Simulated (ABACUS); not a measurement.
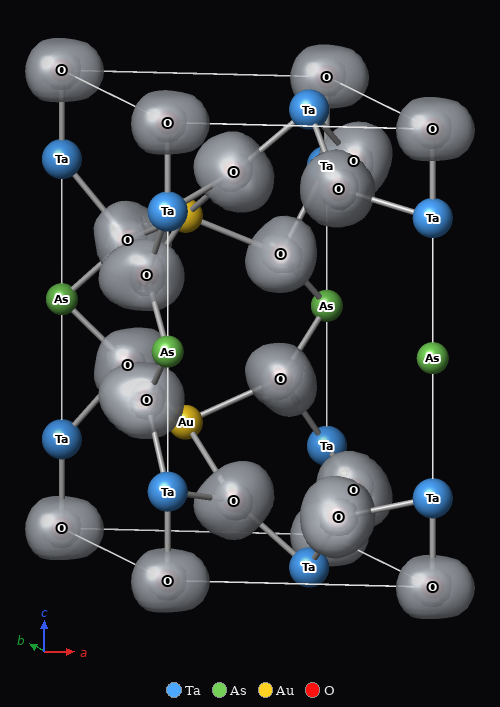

Figure. Ta3AsAu2O13. Isosurface of the ELF at 0.75 (grey), seen slightly off an axis. Only the valence region is drawn (cores and ρ < 0.01 e/Å³ removed). Sticks mark near contacts.

Space group P-6; a generated structure, not necessarily the stable one; not relaxed (largest force 0.5 eV/Å); computed pressure about −13 GPa in this cell.

All numbers below come from Kohn-Sham DFT of a periodic cell, LDA, PseudoDojo NC SR 0.4.1 LDA standard in ABACUS.

Identify the bonds, lone pairs and shells in this picture.

Answer. The surface consists of 13 regions wrapped around O (the valence shell of each), counted in one cell of 19 atoms. Regions shared between cells count once. Along the contacts the grid gives the following. Ta–O (1.86 Å): the ELF peaks at about 0.90 in the valence shell of O, 0.5 Å from its nucleus, and drops to about 0.30 between the two atoms. As–O (1.91 Å): the ELF peaks at about 0.80 between the atoms.
